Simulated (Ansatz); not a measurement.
Ligand exchange: GaH2F + SiH2(NH2)(SiH3) → GaH2(NH2) + SiH2(SiH3)F

Species: GaH2F `[F][GaH2]`, singlet; SiH2(NH2)(SiH3), singlet; GaH2(NH2), singlet; SiH2(SiH3)F, singlet. The partners trade F for NH2: Ga–F and Si–NH2 bonds give way to Ga–NH2 and Si–F.

Shapes, held fixed at every level: PBE0-D4/def2-TZVP. Flexible molecules stand in one conformer, not always the lowest. Programs: Ansatz 0.2.0. Electronic energies: no zero-point or thermal term.

```tsv
level	kind	ΔE (kJ/mol)	less CCSD(T)/def2-TZVPP
HF/def2-SVP	Hartree–Fock	-21.2	+16.3
SPW92/def2-TZVPP	LDA	-38.3	-0.8
PBE-D4/def2-TZVPP	GGA	-31.3	+6.2
wB97X-V/def2-TZVPP	range-separated hybrid	-32.5	+5.0
MP2/def2-SVP	perturbation theory	-25.6	+11.9
CCSD(T)/def2-SVP	coupled cluster or CI	-26.9	+10.6
CCSD/def2-TZVPP	coupled cluster or CI	-37.7	-0.2
CCSD(T)/def2-TZVPP	coupled cluster or CI	-37.5	0.0
```

The highest level, CCSD(T)/def2-TZVPP, gives ΔE = -37.5 kJ/mol; the levels span -38.3 to -21.2. The column of differences is taken from that level and isn't an error. No measured value is set beside it here. Relativity is left out for Ga unless named. Correlated rows may include outer-core shells of Ga, which these sets cover unevenly.

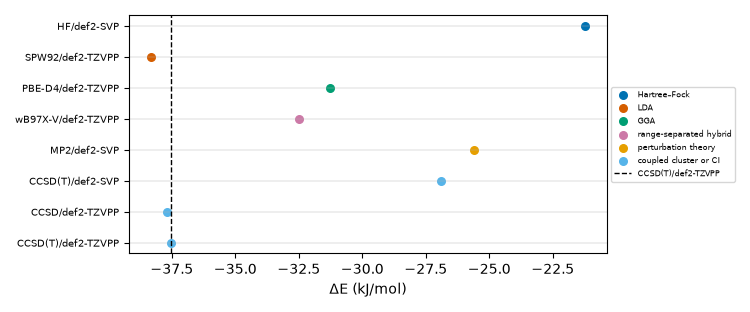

The values of the table, level by level.
